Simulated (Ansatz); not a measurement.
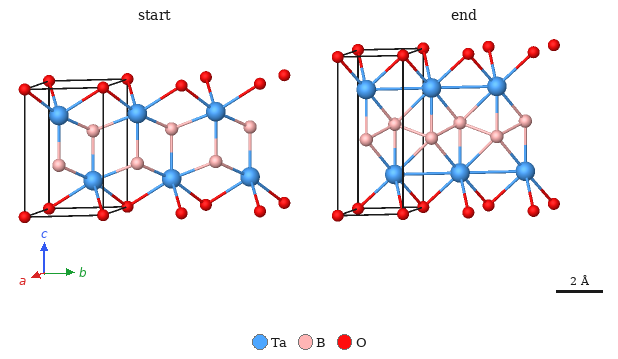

The structure of crystalline Ta2B2O (a generated structure, set up in P-3m1) (coarse preliminary run) before (left) and after (right) a relaxation, at one scale.

Style: ball-and-stick. Shown: the cell of the calculation, repeated 1 × 3 × 1 with one cell outlined, slightly off an axis.

The calculation used Ansatz, DFT PBE, scalar-relativistic, plane waves, PAW. Set-up: plane-wave cutoff 420 eV; k-point mesh 6 × 6 × 4; occupations gaussian; smearing width 0.1 eV; no spin polarisation; cell and atoms relaxed; force threshold 0.04 eV/Å; at most 70 steps.

### Describe what moved and what it gained.

Over 10 accepted moves (12 points after the start) the energy falls by 998 meV per atom. Largest force component: 0.68 eV/Å at the start, 0.00073 eV/Å at the end. The pressure goes from −3.25 to 0.02 GPa. At 2 points the geometry stayed and the basis and grid were re-selected for the new cell (energy shift of 19.1 meV per atom at most each time). The largest moves relative to the cell, 0.58 Å, are those of B atoms. By element the largest moves are B 0.58 Å, Ta 0.06 Å. O stays in place. Cell: a = b 3.547 → 2.952 Å (−16.8 %), c 5.673 → 7.053 Å (+24.3 %). Volume −13.9 %. Near-neighbour distances that change, for instance: B–B 2.469 → 1.793 Å, Ta–Ta 3.547 → 2.952 Å, Ta–Ta 3.328 → 3.581 Å, B–Ta 2.212 → 2.388 Å. Among the angles between lasting bonds that change: Ta–B–Ta 106.6° → 76.3°, Ta–B–Ta 112.2° → 134.5°, Ta–O–Ta 93.7° → 79.0°. The space group stays P-3m1 (No. 164). The run took 28 s on 1 thread of Arm Neoverse V2, with other jobs on the host, peak memory 0.34 GiB.
